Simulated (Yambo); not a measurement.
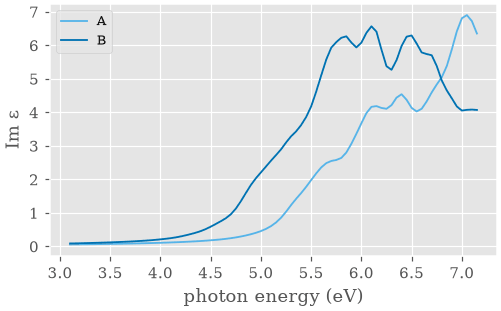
*Two computed absorption spectra of Mg2OsH6 (space group Fm-3m, No. 225) (Yambo, LDA bands with the same scissor, field along x)*

Task: Which curve includes the electron-hole attraction (BSE), and where are its main peaks?

Result: Curve B: the attraction moves weight to lower energy (centre of the plotted range 6.0 eV against 6.3 eV). Its peaks lie at 5.8 eV, 6.5 eV. Settings: 8×8×8 mesh, 6 valence and 2 conduction bands, static screening with 47 bands and a 3 Ry block, scissor 1.28 eV, Tamm-Dancoff. The scissor comes from a G0W0 run whose convergence isn't established. Broadening 0.15 eV. The band window holds all transitions up to 7.2 eV. Fine structure above the onset can come from the mesh.

Spin-orbit coupling is not included.

Geometry of the Materials Project entry, not relaxed at this level; primitive cell a = 4.692 Å, b = 4.692 Å, c = 4.692 Å, α = 60.00°, β = 60.00°, γ = 60.00°.

The structure is a Materials Project entry; no match was found in the copy of COD used, and its stability was not checked.
